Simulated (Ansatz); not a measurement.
# Cu(111) with 4 thermally displaced layers, 2x2: scattering by thermal displacements

How much do lattice vibrations at 800 K scatter the electrons of Cu? Layers with random displacements are laid between perfect leads, and the resistance is followed against their length.

Calculated with Ansatz 0.2.0; Ansatz plane-wave DFT, PBE, PAW files; ballistic transport by layer matching (Landauer), zero bias; PAW set soft_1.

**1. Set-up**

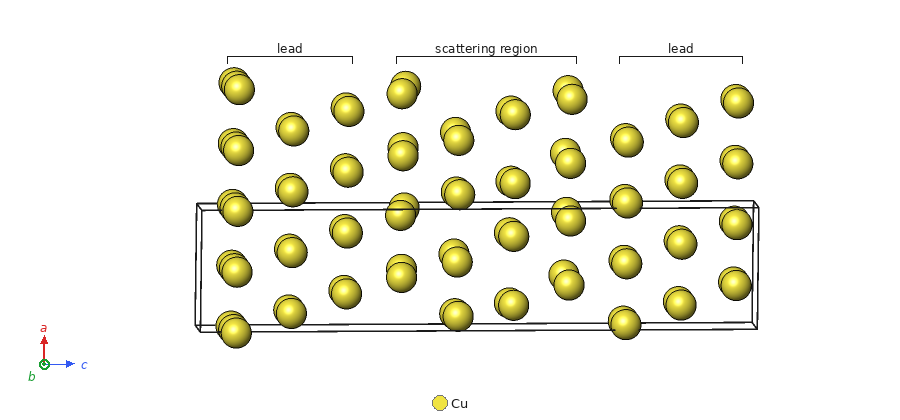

The starting structure, seen from the side, with the c axis across the page (copper yellow). 2×1×1 cells are drawn. Some periodic images of atoms are drawn too.

The cell holds 40 atoms: 40 Cu. Its edges and angles: a = 5.112 Å, b = 5.112 Å, c = 20.923 Å, α = 93.5°, β = 86.5°, γ = 120.0°. It derives from Cu. Regions: lead, 24 atoms (24 Cu); scattering region, 16 atoms (16 Cu). The structure is stacked along c, and the current runs across the ab planes.

**2. With 4 displaced layers**

Each atom of 4 layers is moved at random, by amounts drawn from a normal law 0.1251 Å wide in each direction from the Debye model (343 K) at 800 K. The layers about the cell's end stay perfect and serve as the lead. Disorder leaves little or no symmetry, which makes such runs dear. Energies from -0.05 to 0.05 eV in steps of 0.05 eV are too few for the program's thermal sum, so it prints no conductance; for a metal the transmission near the Fermi level serves, at a fraction of the cost.

input.yaml

```yaml
crystal:
  lattice:
    - [5.1123254594, 0.0, 0.0]
    - [-2.5561627297, 4.4274037203, 0.0]
    - [1.2780813649, -0.73790062, 20.8709812911]
  atoms:
    - { symbol: Cu, position: [0.9916666667, 0.0083333333, 0.05] }
    - { symbol: Cu, position: [0.9916666667, 0.5083333333, 0.05] }
    - { symbol: Cu, position: [0.4916666667, 0.0083333333, 0.05] }
    - { symbol: Cu, position: [0.4916666667, 0.5083333333, 0.05] }
    - { symbol: Cu, position: [0.1416666667, 0.3583333333, 0.15] }
    - { symbol: Cu, position: [0.1416666667, 0.8583333333, 0.15] }
    - { symbol: Cu, position: [0.6416666667, 0.3583333333, 0.15] }
    - { symbol: Cu, position: [0.6416666667, 0.8583333333, 0.15] }
    - { symbol: Cu, position: [0.2916666667, 0.2083333333, 0.25] }
    - { symbol: Cu, position: [0.2916666667, 0.7083333333, 0.25] }
    - { symbol: Cu, position: [0.7916666667, 0.2083333333, 0.25] }
    - { symbol: Cu, position: [0.7916666667, 0.7083333333, 0.25] }
    - { symbol: Cu, position: [0.960491299, 0.0979797625, 0.3573413344] }
    - { symbol: Cu, position: [0.9254956078, 0.5493866197, 0.3468387057] }
    - { symbol: Cu, position: [0.4540704851, 0.0574952753, 0.3544770496] }
    - { symbol: Cu, position: [0.4186892968, 0.6025035229, 0.3494219576] }
    - { symbol: Cu, position: [0.1067658452, 0.4040955917, 0.4477275729] }
    - { symbol: Cu, position: [0.1148513329, 0.9314295703, 0.448785977] }
    - { symbol: Cu, position: [0.5984852741, 0.4268398521, 0.444782925] }
    - { symbol: Cu, position: [0.5608577941, 0.9188245496, 0.4459804334] }
    - { symbol: Cu, position: [0.1836385285, 0.2348631747, 0.5471970842] }
    - { symbol: Cu, position: [0.1913439584, 0.7161968496, 0.5502196178] }
    - { symbol: Cu, position: [0.7610728229, 0.2510027482, 0.5455426691] }
    - { symbol: Cu, position: [0.7615213971, 0.7783007974, 0.5482016492] }
    - { symbol: Cu, position: [0.9199367665, 0.1375954798, 0.6487594429] }
    - { symbol: Cu, position: [0.8764231813, 0.618404331, 0.6514838612] }
    - { symbol: Cu, position: [0.4010679161, 0.0713734906, 0.6460340996] }
    - { symbol: Cu, position: [0.3465297347, 0.5594609688, 0.6507578855] }
    - { symbol: Cu, position: [0.0416666667, 0.4583333333, 0.75] }
    - { symbol: Cu, position: [0.0416666667, 0.9583333333, 0.75] }
    - { symbol: Cu, position: [0.5416666667, 0.4583333333, 0.75] }
    - { symbol: Cu, position: [0.5416666667, 0.9583333333, 0.75] }
    - { symbol: Cu, position: [0.1916666667, 0.3083333333, 0.85] }
    - { symbol: Cu, position: [0.1916666667, 0.8083333333, 0.85] }
    - { symbol: Cu, position: [0.6916666667, 0.3083333333, 0.85] }
    - { symbol: Cu, position: [0.6916666667, 0.8083333333, 0.85] }
    - { symbol: Cu, position: [0.8416666667, 0.1583333333, 0.95] }
    - { symbol: Cu, position: [0.8416666667, 0.6583333333, 0.95] }
    - { symbol: Cu, position: [0.3416666667, 0.1583333333, 0.95] }
    - { symbol: Cu, position: [0.3416666667, 0.6583333333, 0.95] }
kpoints:
  mp_grid: { grid: [5, 5, 1] }
hamiltonian:
  xc: pbe
  pseudopotentials: { kind: paw, azcp: { folder: soft_1 } }
scf:
  occupations: { method: fermi_dirac, width: 0.1 }
output:
  transmission:
    leads: [[0, 4]]
    kmesh: [10, 10]
    e_range: [-0.05, 0.05]
    de: 0.05
  write_potential: true
  write_density: true
  volumetric_format: npy
```

The run is started by

```
> ansatz run input.yaml --threads 4 --pin off --max-ram 15360MiB --backend cpu --events-out ev --progress --plain --runs-dir out
```

Numbers of over 12 decimals in the logs are rounded to 6 here.

Log:

```text
Engine: ansatz 0.2.0, aarch64-unknown-linux-gnu
Pseudopotentials: kind: paw
Pseudopotential: Cu, paw, valence charge 19, recommended cutoff 420 eV (normal), soft_1/Cu.paw.azcp
Functional definition: PBE
  parameter kappa = 0.804
  parameter beta = 0.066725
  exchange = pbe_x(kappa = kappa, mu = beta*pi^2/3)
  correlation = pbe_c(beta = beta)
Crystal: 40 atoms, lattice volume = 472.401 Å³
Basis set: ecut = 420 eV, 9295 PW (Γ)
Bands: 456, of which v1, the nominal top of the filled ones, is band 380 counted from 1 (379 counted from 0)
Symmetry: 1 space group operations
Space group: P1 (ITA 1), of the structure as read, at distance tolerance 7.8e-5 Å
k-points: 13 of 25 (time reversal used)
Non-local potential: Cu, projectors of the file, l = 0: 3, l = 1: 2, l = 2: 3, l = 3: 1
PAW form: soft (Blöchl's): semilocal exchange-correlation on the pseudo side does not see the compensation charge
PAW one-centre angular grid: Cu, 590 points (default); XC on 64 Gauss nodes
Initial density: superposition of atomic densities (chi_scale 0.1, normalization cell)
Initial wavefunctions: pseudopotential atomic-orbital guess
Functional: x = pbe(κ = 0.804, μ = 0.219515), c = pbe(β = 0.066725)
SCF iter   1: F=—  HF=-265041.257352 eV  |F-HF|=—  |Δ(HF+E_count)|=         —  Δρ=2.66e-1  dr2=2.00e2  ethr=3.10e-3  ⟨swp⟩=4.8  Hψ=18215  notcnv=0  defer=20
preconditioner: auto → Kerker (q_TF=auto, 2.953 Å⁻¹)  [metal: Δε(μ)=0.021 eV  Ē_g=9.143 eV  σ=0.100 eV  W_gap=0.05  n_scr=218 (ndim 8)  ℏωp=35.8 eV  f_vac=0.000  D(μ)=22.61/eV (n_scr^D=212)]
SCF iter   2: F=—  HF=-265011.261783 eV  |F-HF|=—  |Δ(HF+E_count)|=    3.00e1  Δρ=7.25e-2  dr2=1.95e1  ethr=3.10e-3  ⟨swp⟩=2.0  Hψ=11393  notcnv=0  defer=695
SCF iter   3: F=—  HF=-265005.957090 eV  |F-HF|=—  |Δ(HF+E_count)|=    5.30e0  Δρ=4.43e-2  dr2=7.42e0  ethr=2.57e-3  ⟨swp⟩=2.0  Hψ=7040  notcnv=0  defer=701
SCF iter   4: F=—  HF=-265004.601167 eV  |F-HF|=—  |Δ(HF+E_count)|=    1.36e0  Δρ=8.80e-3  dr2=2.42e-1  ethr=9.76e-4  ⟨swp⟩=2.1  Hψ=8205  notcnv=0  defer=703
SCF iter   5: F=—  HF=-265004.954305 eV  |F-HF|=—  |Δ(HF+E_count)|=   3.53e-1  Δρ=4.95e-3  dr2=1.16e-1  ethr=3.18e-5  ⟨swp⟩=2.1  Hψ=9957  notcnv=0  defer=713
SCF iter   6: F=—  HF=-265004.939193 eV  |F-HF|=—  |Δ(HF+E_count)|=   1.51e-2  Δρ=1.06e-3  dr2=4.73e-3  ethr=1.52e-5  ⟨swp⟩=2.1  Hψ=7791  notcnv=0  defer=713
SCF iter   7: F=—  HF=-265004.946994 eV  |F-HF|=—  |Δ(HF+E_count)|=   7.80e-3  Δρ=2.81e-4  dr2=3.24e-4  ethr=6.22e-7  ⟨swp⟩=2.0  Hψ=10163  notcnv=0  defer=713
SCF iter   8: F=—  HF=-265004.947056 eV  |F-HF|=—  |Δ(HF+E_count)|=   6.14e-5  Δρ=1.44e-4  dr2=8.84e-5  ethr=4.27e-8  ⟨swp⟩=2.1  Hψ=7891  notcnv=0  defer=713
SCF iter   9: F=—  HF=-265004.946990 eV  |F-HF|=—  |Δ(HF+E_count)|=   6.61e-5  Δρ=8.61e-5  dr2=4.43e-5  ethr=1.16e-8  ⟨swp⟩=2.0  Hψ=10133  notcnv=0  defer=713
SCF iter  10: F=—  HF=-265004.946987 eV  |F-HF|=—  |Δ(HF+E_count)|=   3.03e-6  Δρ=3.21e-5  dr2=1.37e-5  ethr=5.83e-9  ⟨swp⟩=2.0  Hψ=10045  notcnv=0  defer=713
SCF iter  11: F=—  HF=-265004.946986 eV  |F-HF|=—  |Δ(HF+E_count)|=   5.12e-7  Δρ=7.14e-6  dr2=1.33e-6  ethr=1.80e-9  ⟨swp⟩=1.5  Hψ=5236  notcnv=0  defer=713
SCF iter  12: F=—  HF=-265004.946986 eV  |F-HF|=—  |Δ(HF+E_count)|=   6.06e-8  Δρ=4.73e-6  dr2=1.16e-7  ethr=1.75e-10  ⟨swp⟩=1.9  Hψ=7866  notcnv=0  defer=713
SCF iter  13: F=-265004.946986 eV  HF=-265004.946986 eV  |F-HF|=6.19e-8  |Δ(HF+E_count)|=   2.70e-8  Δρ=2.03e-6  dr2=5.20e-8  ethr=1.32e-11  ⟨swp⟩=7.1  Hψ=20489  notcnv=0
SCF 1 converged in 13 iterations: F = -265004.946986 eV  dr2 = 5.20e-8
  greatest PAW one-centre occupation: 1.000 electrons in one spin orbital (limit 2), on the Cu atom at site 26 (counted from 0), in its partial waves of l = 0
transmission: 165 of 1612 steps passed
transmission: 324 of 1612 steps passed
[...]
transmission: 1612 of 1612 steps passed
SCF converged after 13 iterations
Free energy (F): -265004.946986 eV
Harris-Foulkes:  -265004.946986 eV  (|F-HF|=6.19e-8)
Internal energy: -265004.445541 eV  (E = F + TS)
E sigma→0 (E₀):  -265004.696263 eV
Entropy (-TS):   -0.501445 eV (-12.536 meV/atom)
Fermi energy:    16.345258 eV
--- Per-component energies (eV) ---
  E_band       = -14704.409452
  E_kinetic    = 10482.179231
  E_local      = -181268.655913  (includes V_loc(G=0)·N_el)
  E_nonlocal   = 35597.055165
  E_hartree    = 76856.043956
  E_xc         = -2763.384230
  E_vxc        = -3568.435897  (∫ρ·V_xc dr)
  E_paw        = -72601.071627  (= ΣΔE_a)
  E_vpaw       = -29658.663564  (= ΣTr[D̂ρ^β])
  E_aug_tail   = 0.040095  (compensation charges beyond the density's cutoff)
  E_ewald      = -131306.652220
  E_smearing   = -0.501445  (= −TS)
  E_closure    = 0.000000  (closes the sum)
  Σ components = -265004.946986   (vs F -265004.946986, Δ=0.00e0)
--- Band table (eV; the first three rows and the last of 13) ---
  k-point 0: bands = [... 376 lower, 16.2756, 16.6484, 16.6689, 16.7115, 16.7678, 17.0035, 17.0541, 17.2372, ... 72 higher]
  k-point 1: bands = [... 376 lower, 15.9735, 16.0695, 16.1504, 16.2840, 16.3995, 16.4402, 16.4883, 16.5740, ... 72 higher]
  k-point 2: bands = [... 376 lower, 16.1311, 16.1475, 16.1844, 16.2359, 16.3044, 16.3893, 16.5650, 16.6549, ... 72 higher]
  k-point 12: bands = [... 376 lower, 15.3460, 15.9854, 16.1010, 16.2815, 16.3522, 16.6317, 16.8471, 17.6052, ... 72 higher]
--- Transmission ---
  basis      : 199 plane waves across, 31 finite elements along
  points     : 52, standing for a mesh of 10 x 10
  energies   : 3 from -0.050000 to 0.050000 eV about the Fermi level, 0.050000 eV apart; the leads are filled to 0.000000 eV, and channels, transmission and decay are at 0.000000 eV
  crystal 0  : Cu4, at the sites [0, 4], period 2.0871 Å, over 12.52 Å; its Hamiltonian steps by up to 3.5 meV
    offset         : up to 0.0000 Å between an atom of the period and one for which it stands
    channels       : 3.210000e0 a spin
    conductance    : none, the energies end too early or step too widely for 300 K: set another output.transmission.e_range or a lower de, or, where they end at an eighth of basis.ecutwfc, a higher one
  junction   : crystal 0 to crystal 0, 0.70 to 19.48 Å
    transmission   : 3.034399e0 a spin
    conductance    : none, the energies end too early or step too widely for 300 K: set another output.transmission.e_range or a lower de, or, where they end at an eighth of basis.ecutwfc, a higher one
```

Elapsed: 8.8 min, on 4 threads of Arm Neoverse V1, shared host; peak memory 4.9 GiB; 31 min of CPU time.

Numbers from this step:

| Item | Value |
| --- | --- |
| free energy | -265004.9470 eV |
| energy at zero smearing | -265004.6963 eV |
| Fermi energy | 16.35 eV |
| cell area | 22.63 Å² |
| transmission per spin nearest the Fermi level | 3.034 |
| open channels per spin nearest the Fermi level | 3.21 |
| step of the lead's potential | 3.5 meV |

Per spin. The transmission, zone mean by energy, zero at the Fermi level:

```csv
energy (eV),"transmission, zone mean"
-0.0500,3.02
0.0000,3.03
0.0500,3.04
```

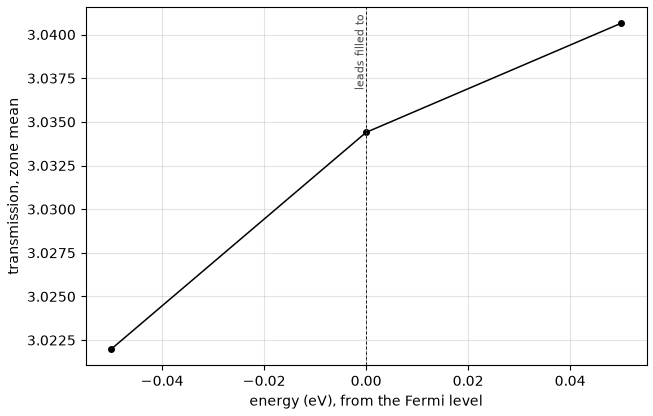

Transmission, zone mean, plotted against energy.

Per spin. The open channels, zone mean, lead stays at 3.21 for energy from -0.05 to 0.05 eV.

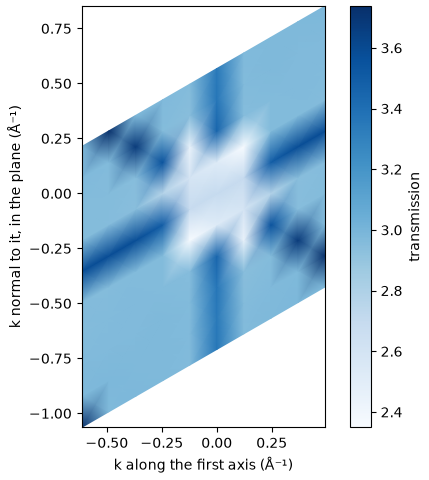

Transmission over k1 and k2. At 0.0000 eV from the Fermi level.

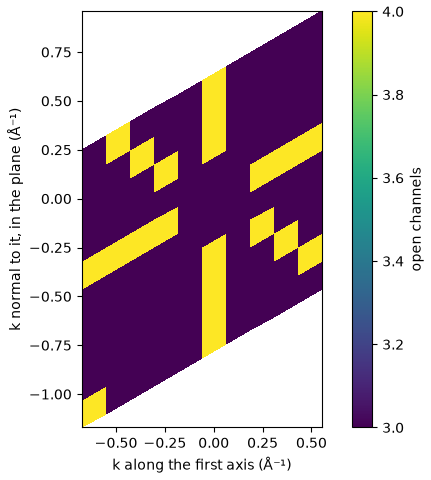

Open channels over k1 and k2. At 0.0000 eV from the Fermi level.

Over the solved energies the transmission per spin lies between 3.02 and 3.04, out of 3.21 channels of the lead on average (up to 3.21).

(Part 1 of 2 ends here.)

[Logs are printed without paths, hosts, clocks, repeated set-up lines and the standing remarks that a program may print on its own settings, such as how far it seeks lower states.]

[Hosts, paths, dates, database ids (printed as entryN), source tags and the programs' standing remarks are cut or masked in the printed files.]
